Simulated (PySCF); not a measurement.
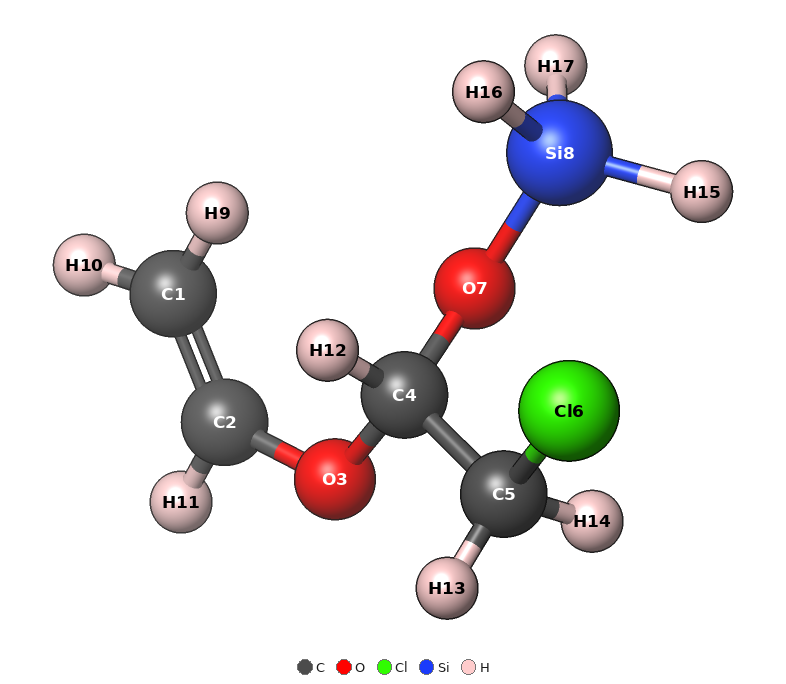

The geometry was computed by an optimisation with GFN2-xTB. No frequency run is at hand to confirm it as a minimum. Electric field gradients from the ground-state density, PBE0/pcSseg-1 (PySCF 2.14.0), non-relativistic apart from any core potentials.

Give the largest field-gradient component, the quadrupole coupling constant and the asymmetry for 17O at O3 (Q = −25.6 mb), 35Cl at Cl6 (Q = −81.7 mb), 17O at O7 (Q = −25.6 mb).

```tsv
atom	V_zz (a.u.)	e²qQ/h (MHz)	η
O3	1.861	−11.19	0.63
Cl6	3.910	−75.1	0.07
O7	1.695	−10.20	0.42
```

The geometry is semi-empirical. Around Si such bond lengths and angles can be off by a tenth of an ångström or more and by several degrees, and values that hang on the shape move with them.
